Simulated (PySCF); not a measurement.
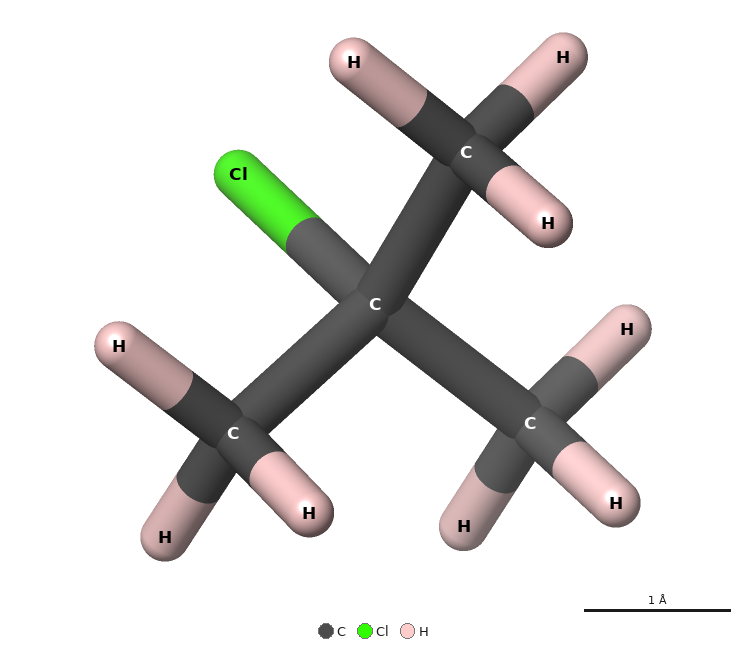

A stick model of a molecule.

The computed structure is the end point of a GFN2-xTB optimisation. No frequency run is at hand to confirm it as a minimum.

> What is the molecular formula?

C₄H₉Cl, 14 atoms: 4 carbon, 9 hydrogen and 1 chlorine.

> Give the symmetry (Schoenflies symbol).

C3v.

The parts below concern this one geometry. Atoms keep their numbers from picture to picture.

### Geometry

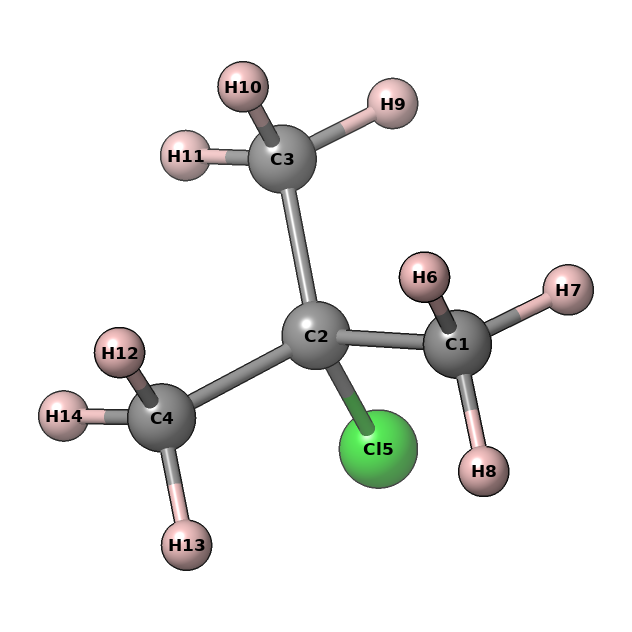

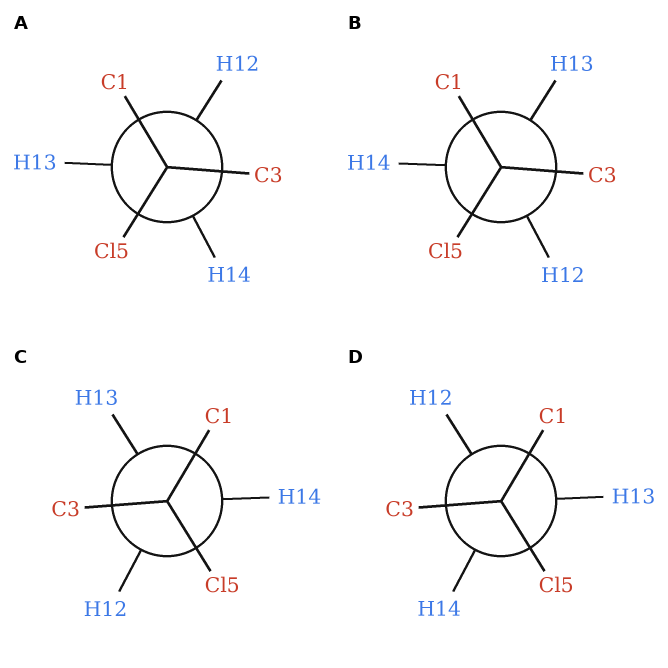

Distant atoms are faded towards the background colour. Bonds that would overlap in a projection are set slightly apart. No frequency run is at hand to confirm it as a minimum.

> Which Newman projection shows the view along C2–C4, with C2 in front?

A. The torsion angle Cl5–C2–C4–H12 is 180°, antiperiplanar (anti).

### NMR shielding

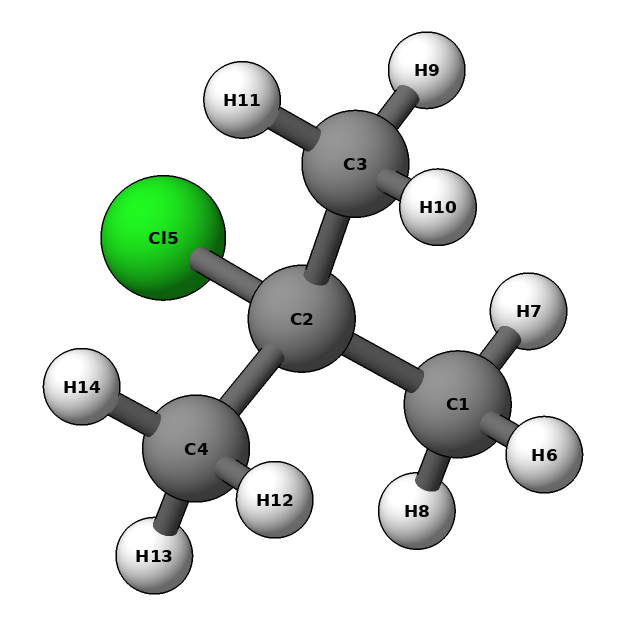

No frequency run is at hand to confirm it as a minimum. Properties computed with GIAO PBE0/pcSseg-1 NMR shielding, non-relativistic, gas phase (PySCF 2.14.0). Principal shieldings σ11 ≤ σ22 ≤ σ33, span Ω = σ33 − σ11, skew κ = 3(σiso − σ22)/Ω.

Give the shielding tensors of the Cl atoms.

| atom | σ11 | σ22 | σ33 | σiso | Ω | κ |
| --- | --- | --- | --- | --- | --- | --- |
| Cl5 | 506.5 | 509.8 | 1040.9 | 685.7 | 534.4 | 0.99 |

Shieldings and span in ppm.

### Electronic properties

No frequency run is at hand to confirm it as a minimum. Properties computed with PBE0/pcSseg-1, gas phase (PySCF 2.14.0).

> Give the HOMO–LUMO gap at this level.

9.16 eV.

> Give the HOMO energy (Kohn–Sham orbital) at this level.

−8.24 eV.

> Give the dipole moment at this level.

2.27 D.

### Charges

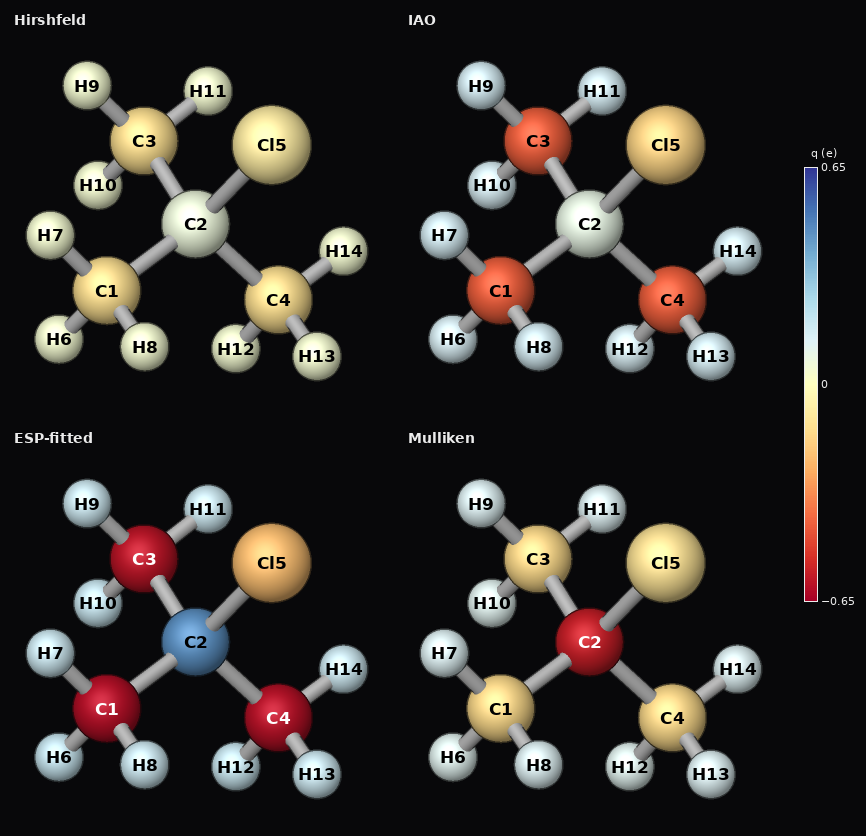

Atomic charges of one calculation by 4 schemes, on one colour scale. No frequency run is at hand to confirm it as a minimum. Level of theory: PBE0/pcSseg-1 (PySCF 2.14.0).

> Which scheme gives the most polar picture (largest mean size of the charges)?

The ESP-fitted charges are the largest in size here, and the Hirshfeld charges the smallest.

> On which atom do the schemes disagree most?

On C2 (from −0.57 to 0.45 e).

List the charges (e), one line for each set of equivalent atoms.

```csv
atom,Hirshfeld,IAO,ESP-fitted,Mulliken
"C1, C3, C4",−0.13,−0.42,−0.61,−0.14
C2,0.07,0.09,0.45,−0.57
Cl5,−0.08,−0.16,−0.21,−0.11
"H6, H10, H12",0.05,0.14,0.18,0.11
"H7, H8, H9…",0.04,0.15,0.17,0.12
```

### Bond orders

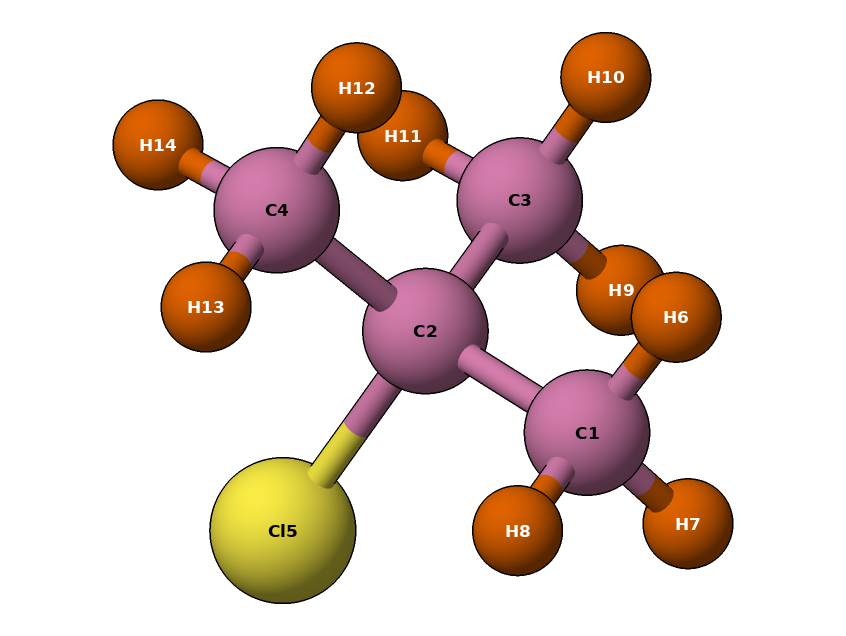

Every bond is drawn as one stick. No frequency run is at hand to confirm it as a minimum. Computed with PBE0/pcSseg-1 (PySCF 2.14.0).

List the Mayer bond orders of C1–C2, C2–Cl5, C1–H6, C1–H7 (one bond of each equivalent set).

```json
{"bond": "C1–C2", "Mayer order": "0.99", "length (Å)": "1.522"}
{"bond": "C2–Cl5", "Mayer order": "1.01", "length (Å)": "1.812"}
{"bond": "C1–H6", "Mayer order": "0.95", "length (Å)": "1.088"}
{"bond": "C1–H7", "Mayer order": "0.96", "length (Å)": "1.087"}
```

Mulliken values depend strongly on the basis set and can even reverse the polarity of a bond.
